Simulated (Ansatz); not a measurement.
Process, species as SMILES: C#CC + 4 [H][H] (H2) → 3 C (CH4)
B3LYP-D3(BJ)/def2-TZVP geometries, fixed; electronic energies without zero-point terms.
Largest species:
```xyz
7

C     -0.0011    -0.0004     0.2181
C     -0.0068    -0.0029     1.4176
C      0.0060     0.0025    -1.2360
H     -0.0119    -0.0051     2.4795
H      0.0152     1.0232    -1.6237
H      0.8874    -0.5130    -1.6226
H     -0.8790    -0.5002    -1.6311
```
Charge 0, spin multiplicity 1.

Basis-set convergence of the energy of full hydrogenation at PBE0 with Ansatz (a program for electronic structure). Cartesian d functions, on some or all atoms, in 6-31G*, 6-31G**; all else is spherical. The program fits the integrals of some runs and decomposes those of others, by size. No added dispersion term, no relativity. Functions are those of the species that has most. Reference: the value in def2-QZVPPD, -127.60 kcal/mol, itself unsure by roughly 0.07 kcal/mol (its mean distance from pcseg-3, def2-QZVPP, cc-pVQZ). Deviations are taken from unrounded values.

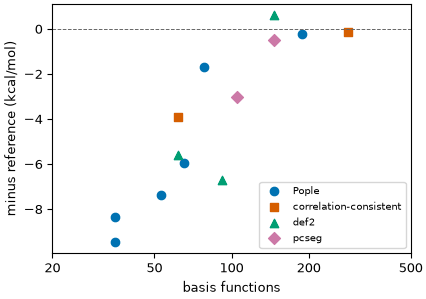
Figure. Deviation from the reference against the number of basis functions, by family of sets.

| basis | functions | energy of full hydrogenation (kcal/mol) | minus reference (kcal/mol) |
|---|---|---|---|
| 3-21G | 35 | -137.05 | -9.44 |
| 6-31G | 35 | -135.94 | -8.34 |
| 6-31G* | 53 | -134.99 | -7.38 |
| cc-pVDZ | 62 | -131.52 | -3.92 |
| def2-SVP | 62 | -133.20 | -5.59 |
| 6-31G** | 65 | -133.56 | -5.96 |
| 6-311G** | 78 | -129.29 | -1.69 |
| def2-SVPD | 92 | -134.30 | -6.70 |
| aug-pcseg-1 | 105 | -130.61 | -3.01 |
| pcseg-2 | 146 | -128.07 | -0.47 |
| def2-TZVPD | 147 | -127.00 | 0.60 |
| 6-311++G(3df,3pd) | 189 | -127.81 | -0.21 |
| cc-pVQZ | 285 | -127.75 | -0.14 |
